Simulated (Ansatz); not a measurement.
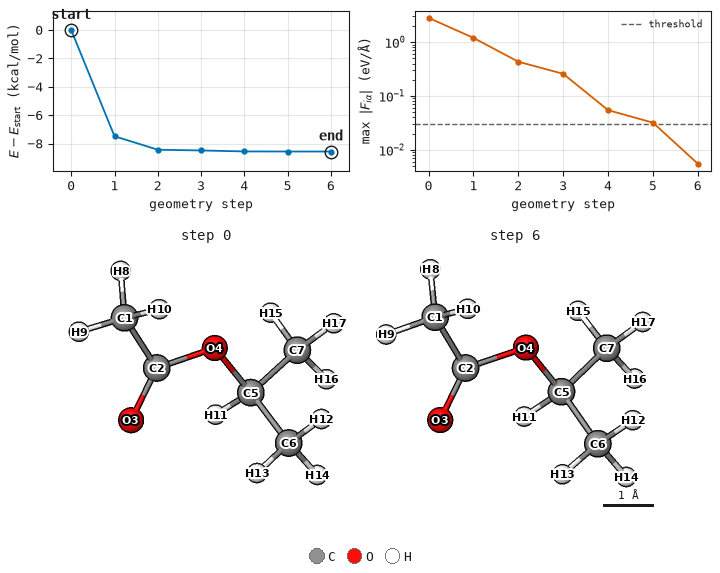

First and last geometry of a relaxation of C$_{5}$H$_{10}$O$_{2}$ (coarse preliminary run), with the history of the run. The picture is a ball-and-stick view, seen from a free direction.

The start comes from a force field.

Theory: RKS PBE-D4/def2-SVP (Ansatz 0.2.0).

Input file:
```yaml
crystal:
  periodic: [false, false, false]
  atoms:
    - {symbol: C, position_ang: [2.296800, 0.197300, 1.621400]}
    - {symbol: C, position_ang: [1.376200, -0.429500, 0.587700]}
    - {symbol: O, position_ang: [1.692000, -1.381800, -0.103800]}
    - {symbol: O, position_ang: [0.242000, 0.201200, 0.533100]}
    - {symbol: C, position_ang: [-0.774200, -0.354500, -0.425800]}
    - {symbol: C, position_ang: [-0.519300, 0.269400, -1.786700]}
    - {symbol: C, position_ang: [-2.142100, 0.022700, 0.093100]}
    - {symbol: H, position_ang: [1.820500, 0.190200, 2.588900]}
    - {symbol: H, position_ang: [3.222100, -0.245200, 1.689200]}
    - {symbol: H, position_ang: [2.411900, 1.288200, 1.355300]}
    - {symbol: H, position_ang: [-0.709600, -1.440500, -0.426200]}
    - {symbol: H, position_ang: [-0.539600, 1.355900, -1.731700]}
    - {symbol: H, position_ang: [0.430900, 0.015300, -2.162500]}
    - {symbol: H, position_ang: [-1.279400, -0.088600, -2.497800]}
    - {symbol: H, position_ang: [-2.339900, -0.412200, 1.091600]}
    - {symbol: H, position_ang: [-2.938100, -0.323600, -0.564800]}
    - {symbol: H, position_ang: [-2.269200, 1.135200, 0.179100]}
basis:
  gaussian: {orbitals: def2-SVP}
hamiltonian: {xc: pbe, dispersion: d4}
relax: {f_tol: 0.03, max_steps: 200}
```

Run as
```bash
ansatz run in.yaml --threads 2 --pin off --events-out ev --progress --plain --max-ram 20480MiB --backend cpu
```

> What do the curves and the structures tell?

It converged. Over 6 geometry steps the energy falls by 8.56 kcal/mol. The largest force component goes from 2.8 to 0.0055 eV/Å. H13 moves most after the best rigid fit: 0.077 Å. Largest moves by element: H 0.077 Å, O 0.063 Å, C 0.042 Å. Near-neighbour distances that change, for instance: C1–H9 1.028 → 1.103 Å, C2–O4 1.299 → 1.358 Å, C6–H13 1.053 → 1.107 Å, O4–C5 1.504 → 1.457 Å. Among the angles between lasting bonds that change: C2–C1–H9 114.4° → 109.6°, C6–C5–H11 113.6° → 109.0°, C7–C5–H11 107.6° → 110.8°. The run took about 30 core-seconds on a shared host.
